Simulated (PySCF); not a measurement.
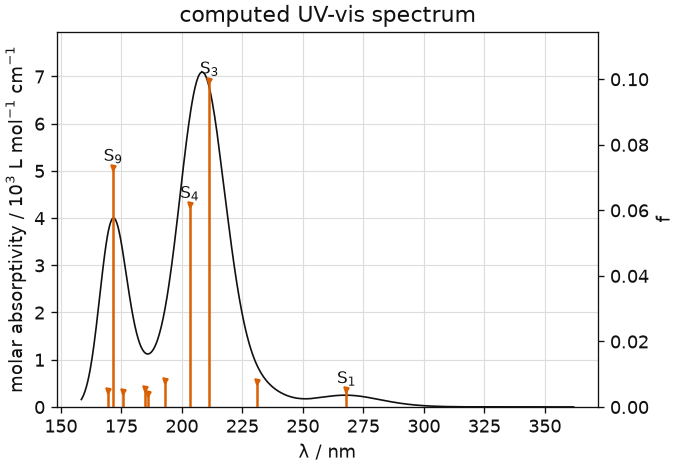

Vertical TDDFT excitations, PBE0/aug-cc-pVDZ with PySCF, at a PBE0-D3(BJ)/def2-SVP geometry (no frequency check), gas phase. The lowest 10 singlet states are shown; each is broadened by a Gaussian of 1/e half-width 0.33 eV. Sticks give oscillator strengths (right axis).

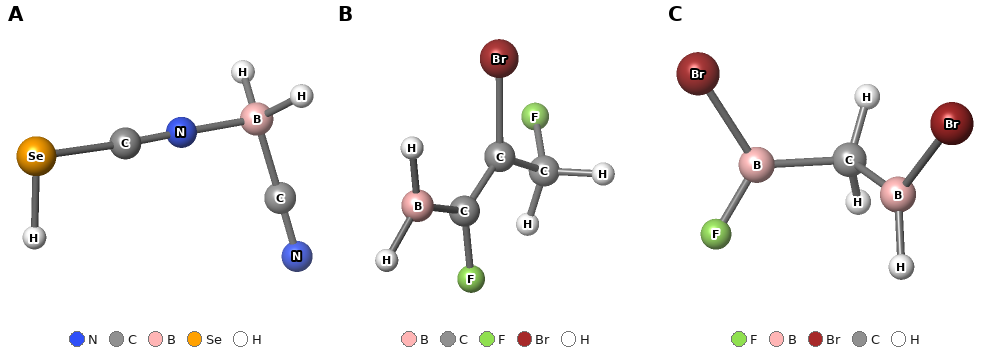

Which molecule gives this spectrum? The candidates are drawn in the second picture.

Structure C, CH₃B₂Br₂F, SMILES FB(Br)CBBr. Its lowest singlet lies at 4.63 eV (f = 0.005) and the brightest of those computed is S3 at 5.87 eV (211 nm), f = 0.100, mainly HOMO−2 → LUMO (96 %).

Caveats: spin-orbit coupling is left out, and with Br it can shift these levels and split any degenerate set; one conformer of a flexible molecule; core orbitals are frozen in the response.
